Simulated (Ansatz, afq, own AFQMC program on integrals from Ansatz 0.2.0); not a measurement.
**GeH₄Br (doublet): quantum Monte Carlo beside coupled cluster at distance Ge1–H5 along a hydrogen transfer = 1.534 Å, cc-pVTZ**

Aim: compute GeH₄Br (doublet) with auxiliary-field quantum Monte Carlo on the same integrals as coupled cluster, and set the energies side by side.

Method: cc-pVTZ, frozen cores; program: Ansatz 0.2.0, Gaussian basis, and an in-house AFQMC program (afq) on its integrals; all values are calculated.

To be run: PBE (unrestricted); CCSD(T) on UHF; r2SCAN (unrestricted); PBE0 (unrestricted); B3LYP (unrestricted); wB97M-V (unrestricted); B2PLYP (unrestricted); Phaseless AFQMC, CISD trial on UHF.

## (1) The system

The geometry derives from fragments relaxed apart (PBE0/def2-TZVP) and kept rigid, so it is no stationary point. A hydrogen atom is moved between rigid fragments. No spin-orbit coupling is included. The filled d shell of Ge, Br may be among the frozen orbitals whatever the setting's name suggests; the logs give the count.

6 atoms, charge 0, spin multiplicity 2.

Atoms are counted from 1 here; the program's logs count them from 0.

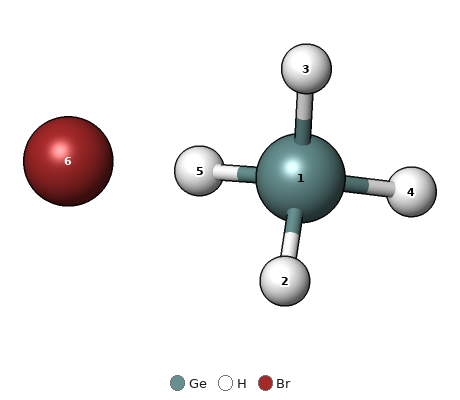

The structure; germanium teal, hydrogen white, bromine red; atoms are numbered from 1 in the order of the file.

## (2) PBE (unrestricted)

The input, in.yaml:

```yaml
crystal:
  periodic: [false, false, false]
  atoms:
    - {symbol: Ge, position_ang: [-1.799904, 0.000000, 0.000000]}
    - {symbol: H, position_ang: [-2.311354, 1.446599, 0.000000]}
    - {symbol: H, position_ang: [-2.311354, -0.723300, 1.252792]}
    - {symbol: H, position_ang: [-2.311354, -0.723299, -1.252791]}
    - {symbol: H, position_ang: [-0.265555, 0.000000, 0.000000]}
    - {symbol: Br, position_ang: [1.727096, 0.000000, 0.000000]}
basis:
  gaussian: {orbitals: cc-pVTZ}
magnetization: {spin_polarized: true, initial_magnetization: 1}
hamiltonian: {xc: {name: PBE}}
output: {orbitals: {seedname: orbitals}}
```

Started as:

```
ansatz run in.yaml --threads 1 --pin off --events-out ev --progress --plain --max-ram 8192MiB --backend cpu
```

What it wrote:

```text
Functional definition: PBE
  name "PBE"
  cite "Perdew, Burke & Ernzerhof, Phys. Rev. Lett. 77, 3865 (1996) doi:10.1103/PhysRevLett.77.3865"
  parent pbe
  parameter kappa = 0.804
  parameter beta = 0.06672455060314922
  exchange = pbe_x(kappa = kappa, mu = beta*pi^2/3)
  correlation = pbe_c(beta = beta)
971 factors; their error is unknown
mean field evaluation 1: about -126610.2196 eV, gradient 1.6e1 eV
mean field evaluation 2: about -126610.5651 eV, gradient 1.4e1 eV
mean field evaluation 4: about -126611.2111 eV, gradient 1.3e0 eV
mean field evaluation 8: about -126611.2167 eV, gradient 7.6e-3 eV
mean field evaluation 16: about -126611.2108 eV, gradient 3.2e-5 eV
mean field evaluation 32: about -126611.1977 eV, gradient 7.8e-1 eV
mean field -126611.21083334 eV, -4652.8761779644 hartree, gradient 3.2e-5 eV, S^2 0.751831; 3 other end points of the search recorded, 0 dependent functions left out
reference -126611.21087214 eV, -4652.8761793899 hartree; 36, 35 occupied and 106, 107 virtual orbitals, 971 factors
Total energy: -126611.21087214 eV, -4652.8761793899 hartree
```

Wall time 10 s (1 thread of AMD EPYC 7R13 (Zen 3), shared host); peak memory 0.73 GiB.

From the report: ⟨S²⟩ of the determinant 0.752 (pure doublet: 0.75).

## (3) CCSD(T) on UHF

in.yaml, as its differences from that of step 2:

```diff
@@ -12,3 +12,2 @@
 magnetization: {spin_polarized: true, initial_magnetization: 1}
-hamiltonian: {xc: {name: PBE}}
-output: {orbitals: {seedname: orbitals}}
+correlation: {method: ccsd_t, electrons: outside_noble_gas, hamiltonian_folder: ham}
```

Started as:

```
ansatz run in.yaml --threads 1 --pin off --events-out ev --progress --plain --max-ram 24576MiB --backend cuda --devices 0, --max-vram 18GiB
```

What it wrote, shortened:

```text
Functional definition: HF
  name "HF"
  cite "Fock, Z. Phys. 61, 126 (1930) doi:10.1007/BF01340294"
  parent pbe
[...]
858 factors; integrals over basis functions are off by at most 1.2e-3 eV
[...]
mean field -126537.05221822 eV, -4650.1508991250 hartree, gradient 2.8e-6 eV, S^2 0.765409; 8 other end points of the search recorded, 0 dependent functions left out
determinant -126537.05221822 eV, -4650.1508991250 hartree, with singles and doubles -126546.19992315 eV, -4650.4870710807 hartree
determinant -126536.26654861 eV, -4650.1220262994 hartree, with singles and doubles -126545.36729270 eV, -4650.4564724760 hartree
28 core orbitals not correlated: weight in the atoms' cores, before any rotation towards them, 0.999 or more for the frozen orbitals, at most 0.000 for the correlated occupied ones
reference -126537.05221822 eV, -4650.1508991250 hartree; 8, 7 occupied and 106, 107 virtual orbitals, 858 factors
second order -7.74632205 eV of doubles, -0.00000000 eV of singles
cycle   1  -8.99582488 eV  change   -4.9e-1 eV  update   2.0e-2
[...]
cycle   8  -9.00979520 eV  change   -1.7e-6 eV  update   1.6e-5
perturbative correction -0.26631284 eV, -0.0097868162 hartree
Total energy: -126546.32832626 eV, -4650.4917898078 hartree
```

Run time: 22 s. Hardware: 1 × NVIDIA H100 80GB HBM3 with 1 thread of AMD EPYC 7R13 (Zen 3), shared host; peak host memory 0.82 GiB.

From the report: ⟨S²⟩ of the determinant 0.765 (pure doublet: 0.75); correlation -9.2761 eV; T1 0.013; largest double amplitude 0.04.

This run also writes the integrals to the folder ham.

## (4) r2SCAN (unrestricted)

in.yaml, as its differences from that of step 3:

```diff
@@ -12,2 +12,2 @@
 magnetization: {spin_polarized: true, initial_magnetization: 1}
-correlation: {method: ccsd_t, electrons: outside_noble_gas, hamiltonian_folder: ham}
+hamiltonian: {xc: {name: r2SCAN}}
```

Started as:

```
ansatz run in.yaml --threads 1 --pin off --events-out ev --progress --plain --max-ram 8192MiB --backend cpu
```

What it wrote, shortened:

```text
Functional definition: r2SCAN
  name "r2SCAN"
  cite "Furness, Kaplan, Ning, Perdew & Sun, J. Phys. Chem. Lett. 11, 8208 (2020) doi:10.1021/acs.jpclett.0c02405"
  cite "Furness, Kaplan, Ning, Perdew & Sun, J. Phys. Chem. Lett. 11, 9248 (2020) doi:10.1021/acs.jpclett.0c03077"
  parent r2scan
[...]
971 factors; their error is unknown
[...]
mean field -126629.88101462 eV, -4653.5622944710 hartree, gradient 1.8e-5 eV, S^2 0.754587; 5 other end points of the search recorded, 0 dependent functions left out
reference -126629.88102841 eV, -4653.5622949778 hartree; 36, 35 occupied and 106, 107 virtual orbitals, 971 factors
Total energy: -126629.88102841 eV, -4653.5622949778 hartree
```

Run time: 38 s. Hardware: 1 thread of AMD EPYC 7R13 (Zen 3), shared host; peak memory 0.73 GiB.

From the report: ⟨S²⟩ of the determinant 0.755 (pure doublet: 0.75).

## (5) PBE0 (unrestricted)

in.yaml, as its differences from that of step 4:

```diff
@@ -12,2 +12,3 @@
 magnetization: {spin_polarized: true, initial_magnetization: 1}
-hamiltonian: {xc: {name: r2SCAN}}
+hamiltonian: {xc: {name: PBE0}}
+output: {orbitals: {seedname: orbitals}}
```

Launched as before.

What it wrote:

```text
Functional definition: PBE0
  name "PBE0"
  cite "Adamo & Barone, J. Chem. Phys. 110, 6158 (1999) doi:10.1063/1.478522"
  cite "Perdew, Burke & Ernzerhof, Phys. Rev. Lett. 77, 3865 (1996) doi:10.1103/PhysRevLett.77.3865"
  parent pbe
  parameter a = 0.25
  parameter kappa = 0.804
  parameter beta = 0.06672455060314922
  exchange = (1 - a)*pbe_x(kappa = kappa, mu = beta*pi^2/3) + a*exact_x
  correlation = pbe_c(beta = beta)
1067 factors; their error is unknown
mean field evaluation 1: about -126614.4898 eV, gradient 1.0e1 eV
mean field evaluation 2: about -126614.7180 eV, gradient 6.8e0 eV
mean field evaluation 4: about -126614.8025 eV, gradient 3.1e-1 eV
mean field evaluation 8: about -126615.2332 eV, gradient 3.0e-1 eV
mean field evaluation 16: about -126615.2333 eV, gradient 5.3e-5 eV
mean field -126615.23332937 eV, -4653.0240019668 hartree, gradient 3.8e-5 eV, S^2 0.754234; 2 other end points of the search recorded, 0 dependent functions left out
reference -126615.23335857 eV, -4653.0240030399 hartree; 36, 35 occupied and 106, 107 virtual orbitals, 1067 factors
Total energy: -126615.23335857 eV, -4653.0240030399 hartree
```

It took 11 s on 1 thread of AMD EPYC 7R13 (Zen 3), shared host; peak memory 1.7 GiB.

From the report: ⟨S²⟩ of the determinant 0.754 (pure doublet: 0.75).

## (6) B3LYP (unrestricted)

in.yaml, as its differences from that of step 5:

```diff
@@ -12,3 +12,2 @@
 magnetization: {spin_polarized: true, initial_magnetization: 1}
-hamiltonian: {xc: {name: PBE0}}
-output: {orbitals: {seedname: orbitals}}
+hamiltonian: {xc: {name: B3LYP}}
```

Same command.

What it wrote, shortened:

```text
Functional definition: B3LYP
  name "B3LYP"
  cite "Stephens, Devlin, Chabalowski & Frisch, J. Phys. Chem. 98, 11623 (1994) doi:10.1021/j100096a001"
  cite "Becke, Phys. Rev. A 38, 3098 (1988) doi:10.1103/PhysRevA.38.3098"
  cite "Lee, Yang & Parr, Phys. Rev. B 37, 785 (1988) doi:10.1103/PhysRevB.37.785"
  cite "Vosko, Wilk & Nusair, Can. J. Phys. 58, 1200 (1980) doi:10.1139/p80-159"
[...]
1058 factors; their error is unknown
[...]
mean field -126632.96674141 eV, -4653.6756928389 hartree, gradient 1.3e-5 eV, S^2 0.752933; 2 other end points of the search recorded, 0 dependent functions left out
reference -126632.96699016 eV, -4653.6757019805 hartree; 36, 35 occupied and 106, 107 virtual orbitals, 1058 factors
Total energy: -126632.96699016 eV, -4653.6757019805 hartree
```

It took 10 s on 1 thread of AMD EPYC 7R13 (Zen 3), shared host; peak memory 1.7 GiB.

From the report: ⟨S²⟩ of the determinant 0.753 (pure doublet: 0.75).

## (7) wB97M-V (unrestricted)

in.yaml, as its differences from that of step 6:

```diff
@@ -12,2 +12,3 @@
 magnetization: {spin_polarized: true, initial_magnetization: 1}
-hamiltonian: {xc: {name: B3LYP}}
+hamiltonian: {xc: {name: wB97M-V}}
+output: {orbitals: {seedname: orbitals}}
```

Launched as before.

What it wrote, shortened:

```text
Functional definition: wB97M-V
  name "wB97M-V"
  cite "Mardirossian & Head-Gordon, J. Chem. Phys. 144, 214110 (2016) doi:10.1063/1.4952647"
  cite "Becke, J. Chem. Phys. 107, 8554 (1997) doi:10.1063/1.475007"
  cite "Vydrov & Van Voorhis, J. Chem. Phys. 133, 244103 (2010) doi:10.1063/1.3521275"
  # Of w^i u^j: cxij and so on, Table III.
[...]
  gx(w, u) = 1 - cx + cx01*u + cx10*w
  gss(w, u) = css00 + css04*u^4 + css10*w + css20*w^2 + css43*w^4*u^3
  gos(w, u) = cos00 + cos10*w + (cos20 + cos21*u)*w^2 + (cos60 + cos61*u)*w^6
[...]
      + integral(e_c_pw_mod_opposite_spin*gos(b97_w_opposite, b97_u_opposite)) + vv10(b, c)
1043 factors; their error is unknown
205 factors; integrals over basis functions are off by at most 4.1e-5 eV
[...]
mean field -126622.98036115 eV, -4653.3087001336 hartree, gradient 4.0e-5 eV, S^2 0.754165; 4 other end points of the search recorded, 0 dependent functions left out
reference -126622.98040707 eV, -4653.3087018211 hartree; 36, 35 occupied and 106, 107 virtual orbitals, 1043 factors
Total energy: -126622.98040707 eV, -4653.3087018211 hartree
```

It took 73 s on 1 thread of AMD EPYC 7R13 (Zen 3), shared host; peak memory 1.7 GiB.

From the report: ⟨S²⟩ of the determinant 0.754 (pure doublet: 0.75).

## (8) B2PLYP (unrestricted)

in.yaml, as its differences from that of step 7:

```diff
@@ -12,3 +12,3 @@
 magnetization: {spin_polarized: true, initial_magnetization: 1}
-hamiltonian: {xc: {name: wB97M-V}}
-output: {orbitals: {seedname: orbitals}}
+hamiltonian: {xc: {name: B2PLYP}}
+correlation: {electrons: outside_noble_gas}
```

Launched as before.

What it wrote, shortened:

```text
Functional definition: B2PLYP
  name "B2PLYP"
  cite "Grimme, J. Chem. Phys. 124, 034108 (2006) doi:10.1063/1.2148954"
  cite "Becke, Phys. Rev. A 38, 3098 (1988) doi:10.1103/PhysRevA.38.3098"
  cite "Lee, Yang & Parr, Phys. Rev. B 37, 785 (1988) doi:10.1103/PhysRevB.37.785"
[...]
858 factors; integrals over basis functions are off by at most 1.2e-3 eV
[...]
mean field -126605.21518194 eV, -4652.6558418392 hartree, gradient 4.7e-6 eV, S^2 0.757286; 4 other end points of the search recorded, 0 dependent functions left out
28 core orbitals not correlated: weight in the atoms' cores, before any rotation towards them, 0.999 or more for the frozen orbitals, at most 0.001 for the correlated occupied ones
reference -126605.21533975 eV, -4652.6558476387 hartree; 8, 7 occupied and 106, 107 virtual orbitals, 858 factors
second order -9.52936740 eV of doubles, -0.00000000 eV of singles
Total energy: -126607.78826895 eV, -4652.7504010427 hartree
```

Wall time 19 s (1 thread of AMD EPYC 7R13 (Zen 3), shared host); peak memory 1.7 GiB.

From the report: ⟨S²⟩ of the determinant 0.757 (pure doublet: 0.75).

## (9) Phaseless AFQMC, CISD trial on UHF

It reads the integrals that the CCSD(T) run on this determinant wrote.

Started as:

```
afq ham --method phaseless --trial cisd --walkers 600 --populations 10 --least-time 60 --time-step 0.005 --steps-per-block 50 --equilibration-blocks 28 --max-blocks 4000 --target-error 0.00023 --factor-cut 1e-05 --start spin_pure --seed 5698 --release-times 0.24,0.51,0.99,1.5 --release-step 0.03 --release-every 4 --taylor-order 6
```

What it wrote:

```text
orbitals 114  electrons 8 7  factors 753 of 858
reference energy -4650.15089913 Eh
CCSD correlation -0.33110392 Eh in 10 cycles, weight of the determinant in the CISD state 0.8538
energy of the start -4650.481336 Eh
 block  time / (1/Eh)  mean weight  energy / Eh
     1     0.250  0.9998  -4650.474816
     2     0.500  0.9994  -4650.477852
     3     0.750  1.0005  -4650.481981
     4     1.000  0.9998  -4650.485602
     5     1.250  1.0009  -4650.487182
     6     1.500  0.9995  -4650.488950
     7     1.750  1.0000  -4650.489868
     8     2.000  0.9994  -4650.489614
     9     2.250  0.9990  -4650.491206
    10     2.500  0.9995  -4650.490828
    13     3.250  0.9988  -4650.493631
    19     4.750  0.9992  -4650.494445
    25     6.250  1.0001  -4650.492704
    31     7.750  0.9996  -4650.493440
    37     9.250  0.9993  -4650.493511
    43    10.750  0.9997  -4650.493654
    49    12.250  0.9993  -4650.494099
    55    13.750  1.0002  -4650.492368
    61    15.250  0.9997  -4650.493808
    67    16.750  1.0003  -4650.492278
    73    18.250  1.0002  -4650.494872
    79    19.750  0.9999  -4650.491910
    85    21.250  0.9996  -4650.493029
    91    22.750  1.0009  -4650.493132
    97    24.250  1.0005  -4650.493509
   103    25.750  1.0002  -4650.492257
   109    27.250  1.0004  -4650.493276
   115    28.750  0.9998  -4650.492123
   121    30.250  0.9996  -4650.491921
   127    31.750  1.0006  -4650.494197
   133    33.250  0.9997  -4650.493538
   139    34.750  1.0012  -4650.492193
   145    36.250  0.9997  -4650.492318
   151    37.750  1.0003  -4650.494034
   157    39.250  1.0004  -4650.493301
   163    40.750  0.9990  -4650.493009
   169    42.250  0.9998  -4650.491295
   175    43.750  1.0008  -4650.489835
   181    45.250  1.0007  -4650.492459
   187    46.750  1.0005  -4650.491385
   193    48.250  0.9994  -4650.490187
   199    49.750  1.0005  -4650.492558
   205    51.250  1.0004  -4650.492508
   211    52.750  1.0001  -4650.493711
   217    54.250  1.0000  -4650.490890
   223    55.750  0.9991  -4650.491130
   229    57.250  1.0004  -4650.492539
   235    58.750  1.0000  -4650.493988
   241    60.250  0.9995  -4650.495463
   247    61.750  1.0000  -4650.491585
   253    63.250  0.9980  -4650.491226
   259    64.750  0.9985  -4650.492249
error from the spread of 10 populations
released: time / (1/Eh)  energy / Eh  error  mean overlap
  0.24  -4650.493185  0.000226  0.9907
  0.51  -4650.493188  0.000215  0.9914
  0.99  -4650.490781  0.002714  0.9809
  1.50  -4650.493358  0.000197  0.9905
energy -4650.492574 +/- 0.000245 Eh
```

Run time: 4 min. Hardware: 1 × NVIDIA H100 80GB HBM3 with 2 threads of AMD EPYC 7R13 (Zen 3), shared host; peak host memory 1.7 GiB.

Energy -126546.3497 ± 0.0067 eV. Caveats: constraint bias not in the error.

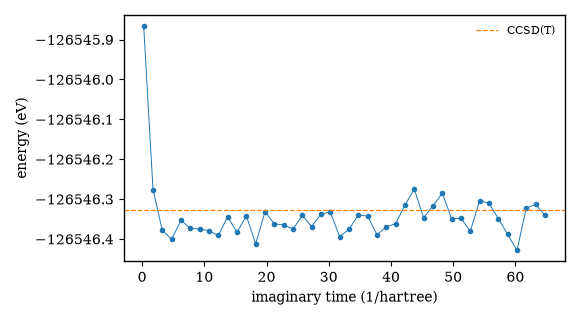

Block energies along the walk.

## (10) All levels side by side

On the UHF determinant, counted from CCSD(T) (a yardstick, not exact):

```csv
level,energy (eV),from CCSD(T) (kcal/mol),statistical error (kcal/mol),time
HF,-126537.0522,+213.91,,
MP2,-126544.7985,+35.28,,
CCSD,-126546.0620,+6.14,,
CCSD(T),-126546.3283,0.00,,
"Phaseless AFQMC, CISD trial, step 0.005, 600 walkers",-126546.3497,-0.49,0.15,4 min
```

The functionals' totals stand on their own zeros and serve differences with other points: PBE -126611.211 eV; r2SCAN -126629.881 eV; PBE0 -126615.233 eV; B3LYP -126632.967 eV; wB97M-V -126622.980 eV; B2PLYP -126607.788 eV.

## (11) Results

| quantity | value |
| --- | --- |
| Phaseless AFQMC, CISD trial on UHF from CCSD(T) | -0.49 ± 0.15 kcal/mol |

In words: On UHF the phaseless walk with the CISD trial lies -0.49 kcal/mol from CCSD(T), 3 times its error bar. Error bars are statistical and leave out the constraint, the time step and what remains of the start.
